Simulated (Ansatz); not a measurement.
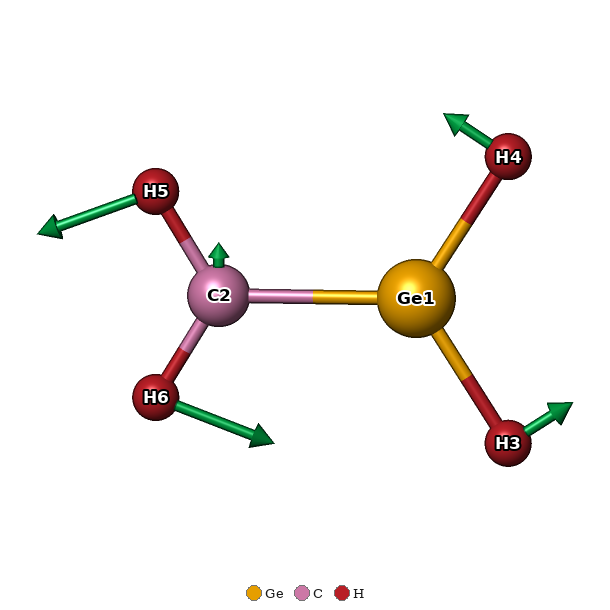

The arrows show one normal mode. Harmonic vibrations computed with RKS PBE0-D4/def2-TZVP (Ansatz 0.2.0) at a stationary point of the same level.

What kind of motion is it?

Mostly Ge–C–H bending.

At what wavenumber does it lie?

812 cm⁻¹; it is mode 5 of 12 counted from the lowest.
